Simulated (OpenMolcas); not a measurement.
# CH6O3Sn: energy and gradient calculation (part 1 of 2)

The run: energy and gradient calculation of CH6O3Sn. Method and program: PBE0/def2-SVP, RKS (OpenMolcas 26.06).

The geometry comes from this level: PBE0-D4/def2-TZVP.

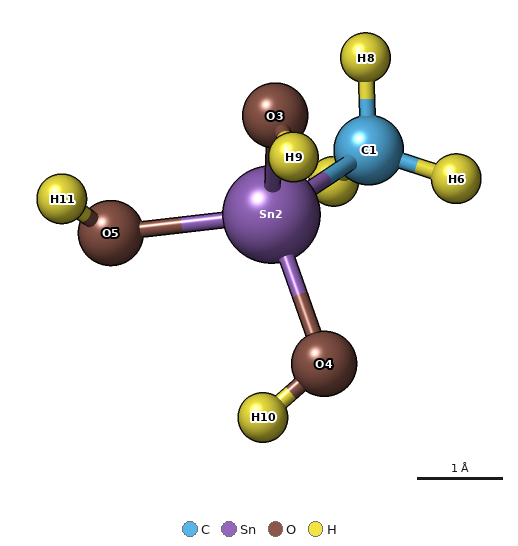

The input geometry (ball-and-stick view, seen at a tilt; atoms are numbered from 1 in the order of the input). Sticks mark near contacts. Bond lengths as drawn: C–H 1.09 Å, C–Sn 2.11 Å, H–O 0.96 Å and O–Sn 1.96 Å.

Key numbers:

```json
{"quantity": "outcome", "value": "converged"}
{"quantity": "total energy", "value": "−481.231134 hartree"}
{"quantity": "basis functions", "value": "112"}
{"quantity": "largest force", "value": "0.479 eV/Å"}
{"quantity": "HOMO", "value": "−8.11 eV"}
{"quantity": "LUMO", "value": "−0.37 eV"}
{"quantity": "dipole moment", "value": "0.09 debye"}
{"quantity": "hardware", "value": "1 thread of Intel Xeon @ 2.50GHz (Skylake/Cascade Lake), 96 GiB of memory available, shared host"}
{"quantity": "wall time", "value": "73 s"}
{"quantity": "peak memory", "value": "0.67 GiB"}
```

The input:
```
&GATEWAY
  BasLib
  $CurrDir
  Coord
  11
  angstrom
  C       -1.634780       0.821450       0.161210
  Sn       0.242220      -0.121540      -0.023890
  O        0.658370      -1.274060       1.505120
  O        1.718000       1.160190      -0.160160
  O        0.358560      -1.259930      -1.614460
  H       -1.512400       1.751180       0.714920
  H       -2.026840       1.031120      -0.832930
  H       -2.314250       0.158830       0.695300
  H        1.532360      -1.093390       1.861260
  H        2.293460       0.964390      -0.904370
  H        0.685300      -2.138250      -1.402000
  Basis
  def2-SVP
  Group
  NoSym

&SEWARD
  GridInput
  Grid=UltraFine
  End of Grid

&SCF
  KSDFT
  PBE0
  Thresholds
  1e-10 1e-07 1e-07 1e-05
  PrOrbitals
  0

&ALASKA
```

Command:
```bash
export MOLCAS_MEM=1860
pymolcas mol.inp > mol.log
```

The program's output:
```
--- Start Module: gateway ---

                                              &GATEWAY

                       available to each process: 1.9 GB of memory, 1 thread

 Basis Set     1 Label: C.DEF2-SVP
 Basis set is read from library:.
 basistype.tbl is not found

 Basis Set     2 Label: SN.DEF2-SVP
 Basis set is read from library:.
 basistype.tbl is not found

 Basis Set     3 Label: O.DEF2-SVP
 Basis set is read from library:.
 basistype.tbl is not found

 Basis Set     4 Label: H.DEF2-SVP
 Basis set is read from library:.
 basistype.tbl is not found

++    Symmetry information:
      ---------------------

                    Character Table for C1

                             E
                    a        1  x, y, xy, Rz, z, xz, Ry, yz, Rx, I
--

++    Basis set information:
      ----------------------

      Basis set label: C.DEF2-SVP.........

      Electronic valence basis set:
      ------------------
      Associated Effective Charge   6.000000 au
      Associated Actual Charge      6.000000 au
      Nuclear Model: Point charge

      Shell  nPrim  nBasis  Cartesian Spherical Contaminant
         s       7       3        X
         p       4       2        X
         d       1       1                 X

      Basis set label: SN.DEF2-SVP....ECP.....

      Electronic valence basis set:
      ------------------
      Associated Effective Charge  22.000000 au
      Associated Actual Charge     50.000000 au
      Nuclear Model: Point charge

      Shell  nPrim  nBasis  Cartesian Spherical Contaminant
         s      10       4        X
         p       7       4        X
         d       6       2                 X

      Pseudo Potential specification:
      =======================================

      Number of Core Electrons:  28

      Potential  nTerms
           H       2
         s-H       4
         p-H       6
         d-H       6

      Effective Core Potential specification:
      =======================================

      Basis set label: O.DEF2-SVP.........

      Electronic valence basis set:
      ------------------
      Associated Effective Charge   8.000000 au
      Associated Actual Charge      8.000000 au
      Nuclear Model: Point charge

      Shell  nPrim  nBasis  Cartesian Spherical Contaminant
         s       7       3        X
         p       4       2        X
         d       1       1                 X

      Basis set label: H.DEF2-SVP.........

      Electronic valence basis set:
      ------------------
      Associated Effective Charge   1.000000 au
      Associated Actual Charge      1.000000 au
      Nuclear Model: Point charge

      Shell  nPrim  nBasis  Cartesian Spherical Contaminant
         s       4       2        X
         p       1       1        X
--

++    Molecular structure info:
      -------------------------

                    ************************************************
                    **** Cartesian Coordinates / bohr, angstrom ****
                    ************************************************

     Center  Label                x              y              z                     x              y              z
        1      C1              -3.089286       1.552316       0.304643             -1.634780       0.821450       0.161210
        2      SN2              0.457729      -0.229677      -0.045146              0.242220      -0.121540      -0.023890
        3      O3               1.244139      -2.407624       2.844265              0.658370      -1.274060       1.505120
        4      O4               3.246549       2.192441      -0.302659              1.718000       1.160190      -0.160160
        5      O5               0.677580      -2.380923      -3.050887              0.358560      -1.259930      -1.614460
        6      H6              -2.858022       3.309251       1.351003             -1.512400       1.751180       0.714920
        7      H7              -3.830173       1.948534      -1.574010             -2.026840       1.031120      -0.832930
        8      H8              -4.373299       0.300145       1.313927             -2.314250       0.158830       0.695300
        9      H9               2.895741      -2.066208       3.517272              1.532360      -1.093390       1.861260
       10      H10              4.334011       1.822433      -1.709012              2.293460       0.964390      -0.904370
       11      H11              1.295029      -4.040707      -2.649396              0.685300      -2.138250      -1.402000

                    ***************************************
                    *    InterNuclear Distances / bohr    *
                    ***************************************

               1 C1            2 SN2           3 O3            4 O4            5 O5            6 H6
    1 C1       0.000000
    2 SN2      3.984868        0.000000
    3 O3       6.396044        3.702781        0.000000
    4 O4       6.396983        3.702768        5.922278        0.000000
    5 O5       6.396814        3.702793        5.922374        5.921826        0.000000
    6 H6       2.057954        5.046528        7.193067        6.422433        8.015934        0.000000
    7 H7       2.057969        5.046596        8.015354        7.194152        6.422243        3.369321
    8 H8       2.057978        5.046446        6.421025        8.015998        7.193824        3.369296
    9 H9       7.696444        4.691221        1.815845        5.731581        6.939740        8.166643
   10 H10      7.696305        4.690967        6.940679        1.815849        5.730473        7.956108
   11 H11      7.696133        4.691177        5.731479        6.940299        1.815853        9.341997

               7 H7            8 H8            9 H9           10 H10          11 H11
    7 H7       0.000000
    8 H8       3.369325        0.000000
    9 H9       9.342227        7.955708        0.000000
   10 H10      8.166274        9.341989        6.671146        0.000000
   11 H11      7.955826        8.165835        6.669986        6.670543        0.000000

                    *******************************************
                    *    InterNuclear Distances / angstrom    *
                    *******************************************

               1 C1            2 SN2           3 O3            4 O4            5 O5            6 H6
    1 C1       0.000000
    2 SN2      2.108701        0.000000
    3 O3       3.384641        1.959427        0.000000
    4 O4       3.385138        1.959420        3.133935        0.000000
    5 O5       3.385048        1.959434        3.133985        3.133695        0.000000
    6 H6       1.089022        2.670508        3.806407        3.398605        4.241849        0.000000
    7 H7       1.089030        2.670544        4.241543        3.806981        3.398504        1.782968
    8 H8       1.089035        2.670464        3.397860        4.241883        3.806808        1.782955
    9 H9       4.072783        2.482487        0.960904        3.033022        3.672352        4.321601
   10 H10      4.072709        2.482353        3.672849        0.960906        3.032436        4.210191
   11 H11      4.072618        2.482464        3.032968        3.672648        0.960908        4.943572

               7 H7            8 H8            9 H9           10 H10          11 H11
    7 H7       0.000000
    8 H8       1.782970        0.000000
    9 H9       4.943694        4.209979        0.000000
   10 H10      4.321406        4.943568        3.530218        0.000000
   11 H11      4.210042        4.321174        3.529605        3.529899        0.000000

                    **************************************
                    *    Valence Bond Angles / degree    *
                    **************************************
                          Atom centers                 Phi
                      6 H6       1 C1       7 H7       109.89
                      6 H6       1 C1       8 H8       109.89
                      7 H7       1 C1       8 H8       109.89
--

            Nuclear Potential Energy            302.22205163 au

--- Stop Module: gateway /rc=_RC_ALL_IS_WELL_ ---

--- Start Module: seward ---

                                              &SEWARD

                       available to each process: 1.9 GB of memory, 1 thread

               SEWARD will generate:
                  Multipole Moment integrals up to order  2
                  Kinetic Energy integrals
                  Nuclear Attraction integrals (point charge)
                  One-Electron Hamiltonian integrals modified with ECP contributions
                  Velocity integrals
                  Pseudo Potential integrals
                  Orbital angular momentum around (  0.5266  -0.2644  -0.0519 )
                  Velocity quadrupole around (  0.5266  -0.2644  -0.0519 )
                  Two-Electron Repulsion integrals

                   Integrals are discarded if absolute value <: 1.00E-14
                   Integral cutoff threshold is set to       <: 1.00E-16

            Nuclear Potential Energy            302.22205163 au

      Basis set specifications :
      Symmetry species         a
      Basis functions          112

--- Stop Module: seward /rc=_RC_ALL_IS_WELL_ ---
--- Module seward spent 7 seconds ---

--- Start Module: scf ---

                                                &SCF

                       available to each process: 1.9 GB of memory, 1 thread

 ###############################################################################
 ###     Minimized-density-differences option turned off!                    ###
 ###############################################################################
++    Input section:
      --------------

      Header of the integral files:
```
